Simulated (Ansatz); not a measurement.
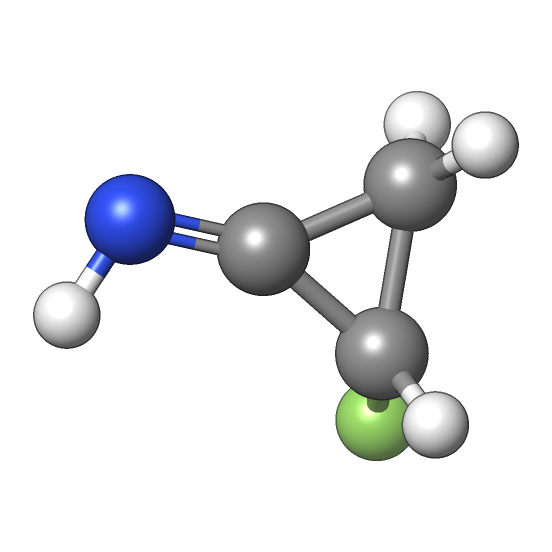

The picture shows a molecular structure as a ball-and-stick model. Multiple sticks mark multiple bonds (one Kekulé form). Colours: nitrogen blue, carbon grey, fluorine green, hydrogen white.

The geometry was computed by an optimisation with PBE0-D4/def2-TZVP.

Which formula does it have?

C₃H₄FN, 9 atoms: 3 carbon, 4 hydrogen, 1 fluorine and 1 nitrogen.

How many bonds of each kind are drawn?

3 C–C, 3 C–H, 1 C–N, 1 C–F, 1 N–H.

What is the point group of this geometry?

C1.

More results for the same structure follow; atom numbers are the same in all pictures, views and colours differ.

### Charges

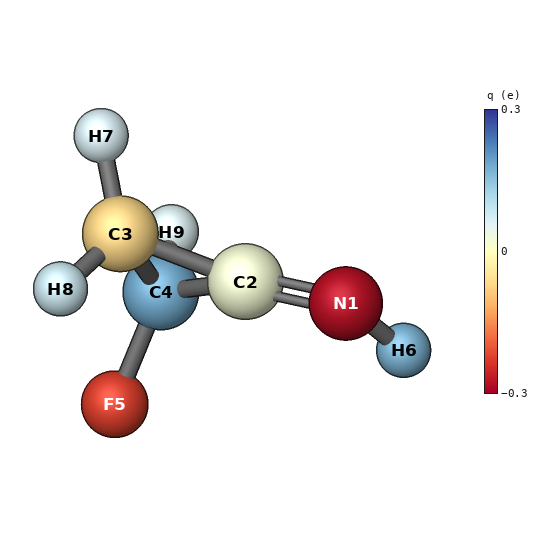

Atoms are coloured by their Mulliken charges. Level of theory: RKS r2SCAN-D4/def2-TZVPP (Ansatz 0.2.0).

Which atom carries the highest charge (most positive or least negative)?

C4 (0.18 e).

And the lowest?

N1 (−0.28 e).

Give the Mulliken charges atom by atom.

```json
{"atom": "N1", "value (e)": "−0.28"}
{"atom": "C2", "value (e)": "0.02"}
{"atom": "C3", "value (e)": "−0.07"}
{"atom": "C4", "value (e)": "0.18"}
{"atom": "F5", "value (e)": "−0.22"}
{"atom": "H6", "value (e)": "0.17"}
{"atom": "H7", "value (e)": "0.06"}
{"atom": "H8", "value (e)": "0.08"}
{"atom": "H9", "value (e)": "0.06"}
```

### Dipole moment

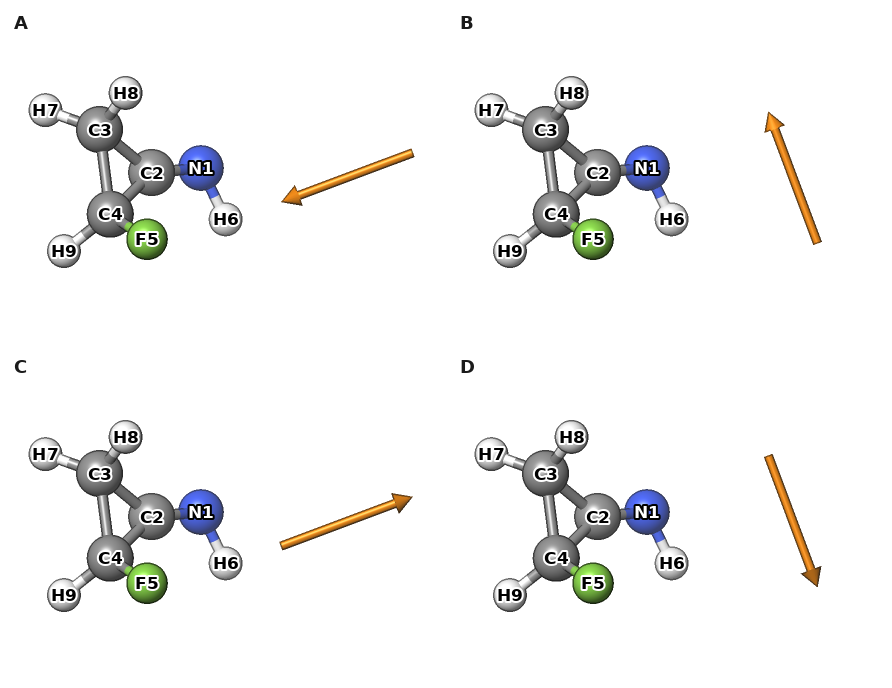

The same molecule four times, each with an arrow. Level of theory: RKS PBE0-D4/def2-TZVP (Ansatz 0.2.0).

Which arrow points along the dipole moment, from the negative to the positive end?

A. The dipole moment is 1.75 D; it points from the side of N1, H6 to the side of H9 (the outermost atoms at the two ends).

### Thermal motion

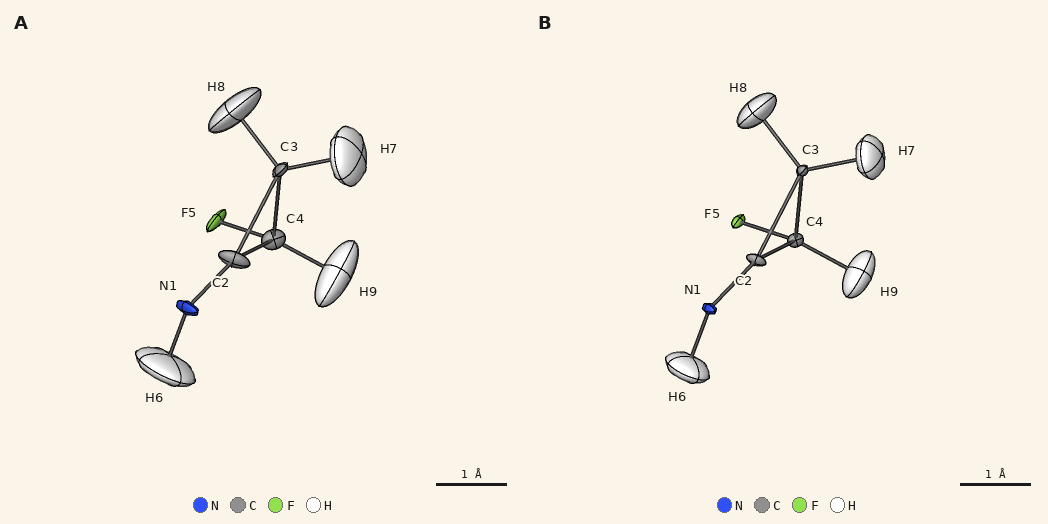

Displacement ellipsoids at the 50 % level, scaled by 1.5, from the internal vibrations of the free molecule (harmonic, no overall translation or rotation; no half-axis is drawn under 0.075 Å). Vibrations computed with RKS PBE0-D4/def2-TZVP (Ansatz 0.2.0). One panel is for 298 K, the other for 900 K.

Which panel is for 900 K?

A.

How much does the mean-square displacement of F5 grow, and why?

U_eq goes from 0.0019 to 0.0051 Å², a factor of 2.6. Modes below kT (626 cm⁻¹ at 900 K) grow about in proportion to T, and the lowest lies at 185 cm⁻¹; the mean-square amplitude of a mode is its zero-point value times coth(ħω/2kT), which comes close to 1 only above about 3kT.

### Vibrations

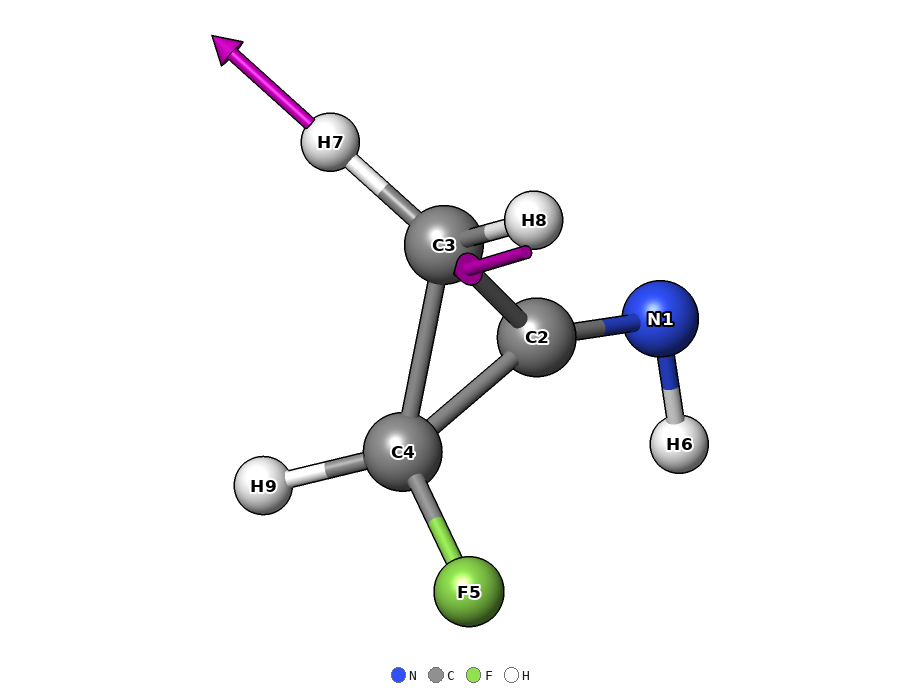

The arrows show one normal mode. Harmonic vibrations computed with RKS PBE0-D4/def2-TZVP (Ansatz 0.2.0) at a stationary point of the same level.

What kind of motion is it?

Mostly out-of-phase stretching of 2 C–H bonds.

Estimate its harmonic wavenumber.

3214 cm⁻¹; it is mode 20 of 21 counted from the lowest.

Mulliken values depend strongly on the basis set and can even reverse the polarity of a bond.
